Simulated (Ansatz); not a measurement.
# H₅NO₂Si: what the fields show

Input file:

```
crystal:
  periodic: [false, false, false]
  atoms:
    - {symbol: N, position_ang: [-1.209105, 0.242119, -0.190171]}
    - {symbol: Si, position_ang: [0.501233, 0.276407, -0.077800]}
    - {symbol: O, position_ang: [1.073396, -0.897206, -1.068961]}
    - {symbol: O, position_ang: [0.883089, 0.128262, 1.509486]}
    - {symbol: H, position_ang: [-1.761158, 0.802496, 0.439846]}
    - {symbol: H, position_ang: [-1.647789, 0.188543, -1.095902]}
    - {symbol: H, position_ang: [1.206132, 1.497163, -0.511570]}
    - {symbol: H, position_ang: [0.635575, -1.749252, -1.034269]}
    - {symbol: H, position_ang: [0.407126, -0.534832, 2.012142]}
basis:
  gaussian: {orbitals: def2-TZVPP}
hamiltonian: {xc: pbe0, dispersion: d4}
output: {orbitals: {seedname: orbitals}}
```

Run with:

```sh
ansatz run in.yaml --threads 2 --pin off --events-out ev --progress --plain --max-ram 22528MiB --backend cpu
```

Geometry: PBE0-D4/def2-TZVP.

Method: RKS PBE0-D4/def2-TZVPP in Ansatz 0.2.0.

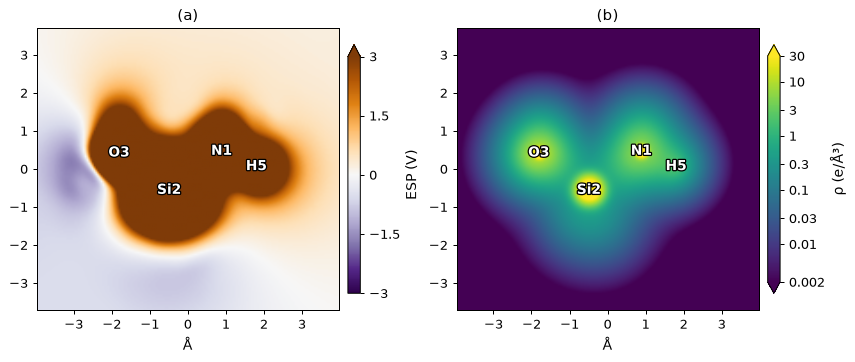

Figure 1. (a) electrostatic potential; (b) electron density on the plane of atoms N1, Si2 and O3.

Q: Describe what can be read from this map.

A: Atoms in the plane: N, Si, O and H. Si–O (1.64 Å): ρ is about 1.2 e/Å³ halfway. Si–N (1.71 Å): ρ at the midpoint is about 1.1 e/Å³. N–H (1.01 Å): ρ at the midpoint is about 2.9 e/Å³. Outside the dense part of the molecule the potential is most negative (−1.7 V) near O3.

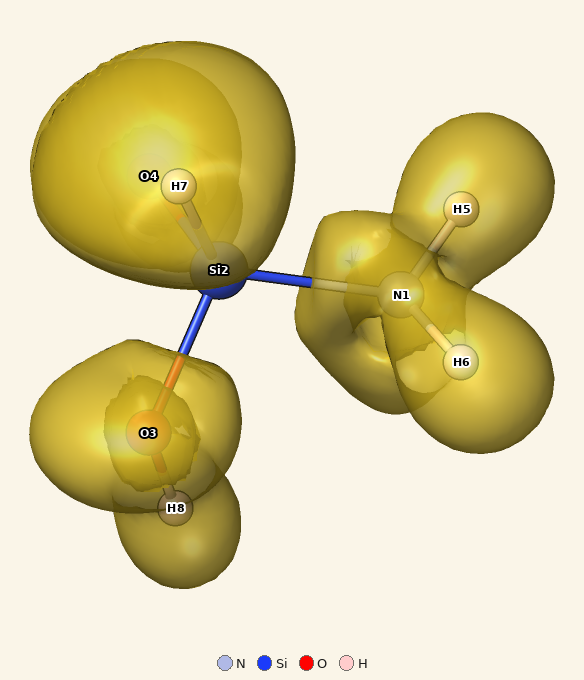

Figure 2. Isosurface of the electron localisation function at 0.75 (yellow), seen at a tilt. Core shells and regions of very low density are left out.

Q: Describe the localisation domains.

A: At this value the surface marks out one region around a hydrogen nucleus, one joined region spread over several atoms (H, N), in which their bonds and any lone pairs are merged and two joined regions spread over several atoms (H, O), in which their bonds and any lone pairs are merged. Along the contacts the grid gives the following. Si–O (1.64 Å): the ELF peaks at about 0.90 between the atoms; a shared but strongly polarised pair. Si–N (1.71 Å): the ELF peaks at about 0.90 between the atoms, as expected for a shared but strongly polarised pair.

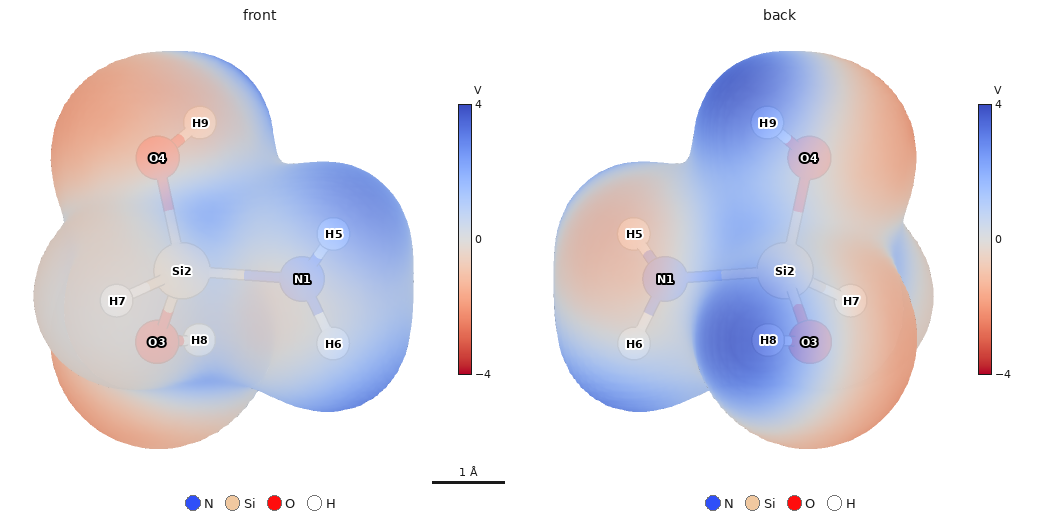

Figure 3. The molecular electrostatic potential painted on the density surface at 0.004 e/bohr³, seen from the front and from behind; red is negative and blue positive.

Q: Where is the surface potential most negative and most positive?

A: The most negative region (about −1.7 V, or −39 kcal/mol for a unit charge) lies over O3 and O4, the most positive (about +3.4 V, or +78 kcal/mol for a unit charge) over H8 and H9.

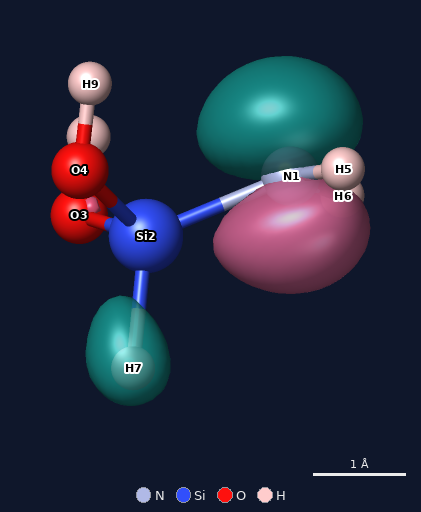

Figure 4. The HOMO at ±0.2 Å⁻³ᐟ² (teal and pink are the two phases), seen from one side.

Q: What is the character of this orbital?

A: It lies mainly on N1 (about 65 %), Si2 (about 15 %) and H7 (about 5 %); largely a lone pair of N1. Its energy is −7.77 eV.
